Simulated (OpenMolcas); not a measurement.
**One shape, several levels: SnNH4F (SMILES [NH2][SnH2][F])**

Aim: a comparison of 5 runs (B3LYP/def2-SVP, M06-2X/def2-SVP, PBE0/def2-SVP, r2SCAN/def2-SVP, MP2/def2-SVP) of SnNH4F. 

Program for the calculation: OpenMolcas 26.06.

### Step 1. The molecule

The species is SnNH4F (7 atoms), meant as a singlet with charge 0. As SMILES, `[NH2][SnH2][F]`. The coordinates come from a PBE0-D4/def2-TZVP relaxation. This is one conformer, not always the lowest.

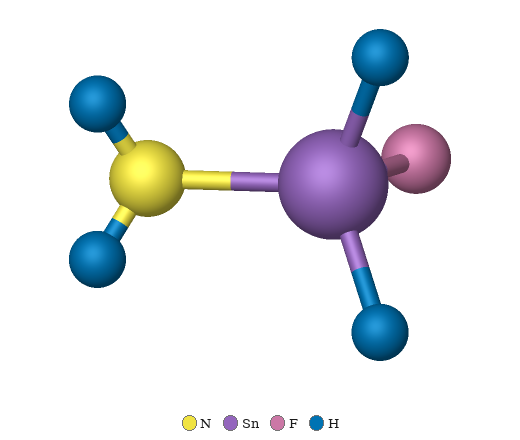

The structure, seen from a chosen angle (nitrogen yellow, tin purple, fluorine pink, hydrogen blue).

### Step 2. Energy and gradient at B3LYP/def2-SVP (core potential) (run 1)

File run.inp:

```
* FH4NSn Kohn-Sham DFT
>>> EXPORT MOLCAS_PRINT=2
&GATEWAY
BasLib=$CurrDir
Coord
7
angstrom
N       -0.824600       0.088300      -0.943000
Sn       0.497700      -0.065100       0.542900
F        0.233900      -1.827500       1.272400
H       -1.584200       0.741400      -0.829600
H       -0.469500       0.125500      -1.885700
H        0.113100       0.971100       1.833800
H        2.094900      -0.101800      -0.036600
Basis=def2-SVP
Group=NoSym
&SEWARD
GridInput
Grid=UltraFine
End of Grid
&SCF
KSDFT=B3LYP
Thresholds=1e-10 1e-07 1e-07 1e-05
PrOrbitals=1 2
&ALASKA
```

The basis set def2-SVP is read from a file made from the Basis Set Exchange's data (not shown).

Command:

```bash
$ export MOLCAS_MEM=1860
$ pymolcas run.inp > run.log
```

Output:

```text
--- Start Module: gateway ---
[...]
--- Stop Module: gateway /rc=_RC_ALL_IS_WELL_ ---
[...]
      Basis functions           74
[...]
--- Start Module: scf ---
[...]
       Convergence after  15 Iterations
[...]
::    Total KS-DFT energy                            -371.2516064674
[...]
      Total spin, S                                     0.0000000000
[...]
      Total electronic charge=   42.000000
      Total            charge=   -0.000000
[...]
      Dipole Moment (debye):
      Origin of the operator (angstrom)=    0.3360   -0.2519    0.4788
                   X=  3.5207E-01               Y=  3.3995E+00               Z= -1.5829E+00           Total=  3.7664E+00
      Quadrupole Moment (debye*angstrom):
[...]
--- Stop Module: scf /rc=_RC_ALL_IS_WELL_ ---
[...]
--- Start Module: alaska ---
[...]
 *              Molecular gradients               *
 **************************************************
  Irreducible representation: a
 ------------------------------------------------------------------------------------------
                              X                       Y                       Z
 ------------------------------------------------------------------------------------------
  N1                3.86032607778830E-03    2.21485564153601E-03    2.64360668623276E-03
  SN2              -6.44237525791169E-03   -7.81381578591578E-03   -2.33231481402107E-03
  F3                1.77852543579426E-03    1.31719186085171E-02   -5.66685932732014E-03
  H4                6.17635444848919E-03   -4.38075208878619E-03   -6.36818481537432E-04
  H5               -2.22122601467989E-03    2.14963467377649E-04    7.36872283044754E-03
  H6                6.46338629241128E-04   -2.90525743846404E-03   -2.78248437041650E-03
  H7               -3.79794331877026E-03   -5.01912404330326E-04    1.40614747658385E-03
 ------------------------------------------------------------------------------------------
--- Stop Module: alaska /rc=_RC_ALL_IS_WELL_ ---
[...]
```

It took 20 s on 1 thread of Arm Neoverse V2, shared host; peak memory 0.43 GiB.

### Step 3. Energy and gradient at M06-2X/def2-SVP (core potential) (run 2)

File struct.xyz:

```xyz
7

N     -0.824600     0.088300    -0.943000
Sn     0.497700    -0.065100     0.542900
F      0.233900    -1.827500     1.272400
H     -1.584200     0.741400    -0.829600
H     -0.469500     0.125500    -1.885700
H      0.113100     0.971100     1.833800
H      2.094900    -0.101800    -0.036600
```

File job.input:

```
* FH4NSn Kohn-Sham DFT

&GATEWAY
 BASLIB = $CurrDir
 COORD = struct.xyz
 BASIS = def2-SVP
 GROUP = NoSym

&SEWARD
 GRIDINPUT
 Grid=UltraFine
 End of Grid

&SCF
 KSDFT = M062X
 THRESHOLDS = 1e-10 1e-07 1e-07 1e-05
 PRORBITALS = 1 2

&ALASKA
```

The basis set def2-SVP is read from a file made from the Basis Set Exchange's data (not shown).

Command:

```bash
$ export MOLCAS_MEM=1860
$ pymolcas job.input > job.log
```

Output:

```text
--- Start Module: gateway ---
[...]
--- Stop Module: gateway /rc=_RC_ALL_IS_WELL_ ---
[...]
      Basis functions           74
[...]
--- Start Module: scf ---
[...]
       Convergence after  13 Iterations
[...]
::    Total KS-DFT energy                            -371.0478002829
[...]
      Total spin, S                                     0.0000000000
[...]
      Total electronic charge=   42.000000
      Total            charge=   -0.000000
[...]
      Dipole Moment (debye):
      Origin of the operator (angstrom)=    0.3360   -0.2519    0.4788
                   X=  4.6554E-01               Y=  3.5966E+00               Z= -1.5762E+00           Total=  3.9544E+00
      Quadrupole Moment (debye*angstrom):
[...]
--- Stop Module: scf /rc=_RC_ALL_IS_WELL_ ---
[...]
--- Start Module: alaska ---
[...]
 *              Molecular gradients               *
 **************************************************
  Irreducible representation: a
 ------------------------------------------------------------------------------------------
                              X                       Y                       Z
 ------------------------------------------------------------------------------------------
  N1                6.28966537885134E-04   -1.99399197128747E-04    6.33380708144671E-04
  SN2              -3.33494586482175E-03   -1.55607258724366E-03   -2.64587745163869E-03
  F3                8.56512463129233E-04    8.30060213501937E-03   -3.84542677190236E-03
  H4                5.67224240914577E-03   -2.98421802111326E-03    5.06888110834852E-04
  H5               -5.82392857835234E-04    4.42186338854400E-04    6.48436725429313E-03
  H6                3.17776314342488E-04   -3.05028530049123E-03   -2.39776462799624E-03
  H7               -3.55815900184364E-03   -9.52813368035155E-04    1.26443277826471E-03
 ------------------------------------------------------------------------------------------
--- Stop Module: alaska /rc=_RC_ALL_IS_WELL_ ---
[...]
```

It took 24 s on 1 thread of Arm Neoverse V2, shared host; peak memory 0.42 GiB.

Runs 3 to 4 aren't shown in full; the table further down has their settings and results.

### Step 4. A single-point energy at MP2/def2-SVP (core potential) (run 5)

File input.xyz:

```xyz
7

N     -0.824600     0.088300    -0.943000
Sn     0.497700    -0.065100     0.542900
F      0.233900    -1.827500     1.272400
H     -1.584200     0.741400    -0.829600
H     -0.469500     0.125500    -1.885700
H      0.113100     0.971100     1.833800
H      2.094900    -0.101800    -0.036600
```

File mol.inp:

```
* FH4NSn MP2
&GATEWAY
BasLib=$CurrDir
Coord=input.xyz
Basis=def2-SVP
Group=NoSym
&SEWARD
&SCF
Thresholds=1e-10 1e-07 1e-07 1e-05
PrOrbitals=0
&MBPT2
Frozen=6
```

The basis set def2-SVP is read from a file made from the Basis Set Exchange's data (not shown).

Command:

```bash
$ export MOLCAS_MEM=1860
$ pymolcas mol.inp > mol.log
```

Output:

```text
--- Start Module: gateway ---
[...]
--- Stop Module: gateway /rc=_RC_ALL_IS_WELL_ ---
[...]
      Basis functions           74
[...]
--- Start Module: scf ---
[...]
       Convergence after  13 Iterations
[...]
::    Total SCF energy                               -369.4459157635
[...]
      Total spin, S                                     0.0000000000
[...]
      Total electronic charge=   42.000000
      Total            charge=   -0.000000
[...]
      Dipole Moment (debye):
      Origin of the operator (angstrom)=    0.3360   -0.2519    0.4788
                   X=  6.3717E-01               Y=  3.9227E+00               Z= -1.5819E+00           Total=  4.2774E+00
      Quadrupole Moment (debye*angstrom):
[...]
--- Stop Module: scf /rc=_RC_ALL_IS_WELL_ ---
[...]
--- Start Module: mbpt2 ---
[...]
WARNING!
Default frozen orbitals as non valence orbitals is overwritten by user input.
Default values:   2
[...]
       Reference weight ( Cref**2 )         =        0.87741
::    Total MBPT2 energy                             -369.9247985359
[...]
      Total MBPT2 calculations                           0.16      0.19
--- Stop Module: mbpt2 /rc=_RC_ALL_IS_WELL_ ---
[...]
```

Wall time 4.2 s (1 thread of Arm Neoverse V2, shared host); peak memory 0.43 GiB.

### Step 5. All runs side by side

```
run                             level      task  integration grid  energy (Eh)  dipole moment (D) of the reference  HOMO energy (eV)  LUMO energy (eV)  wall time
  1   B3LYP/def2-SVP (core potential)  gradient         UltraFine  -371.251606                                3.77             -7.12             -0.07       20 s
  2  M06-2X/def2-SVP (core potential)  gradient         UltraFine  -371.047800                                3.95             -8.85              0.97       24 s
  3    PBE0/def2-SVP (core potential)  gradient         UltraFine  -371.022001                                3.83             -7.42              0.24       20 s
  4  r2SCAN/def2-SVP (core potential)  gradient         UltraFine  -371.182967                                3.75             -6.26             -0.39       27 s
  5     MP2/def2-SVP (core potential)    energy                 –  -369.924799                                4.28            -11.15              3.10      4.2 s
```

### Step 6. Results

| quantity | value |
| --- | --- |
| run 5: total energy | -369.92480 Eh |
| run 5: dipole moment (mean-field density) | 4.28 D |
| run 5: HOMO energy (Hartree–Fock orbitals) | -11.15 eV |
| run 5: LUMO energy (Hartree–Fock orbitals) | 3.10 eV |
| run 5: HOMO–LUMO gap (Hartree–Fock orbitals) | 14.25 eV |
| run 5: correlation energy (6 core orbitals frozen) | -478.9 mEh |

Over runs 1, 2, 3, 4 the dipole moment (its size) runs from 3.75 D (r2SCAN/def2-SVP) to 3.95 D (M06-2X/def2-SVP). Over runs 1, 2, 3, 4 the HOMO–LUMO gap runs from 5.87 eV (r2SCAN/def2-SVP) to 9.82 eV (M06-2X/def2-SVP). Totals of different functionals can't be ranked against each other. All runs together took 96 s, the longest 27 s.
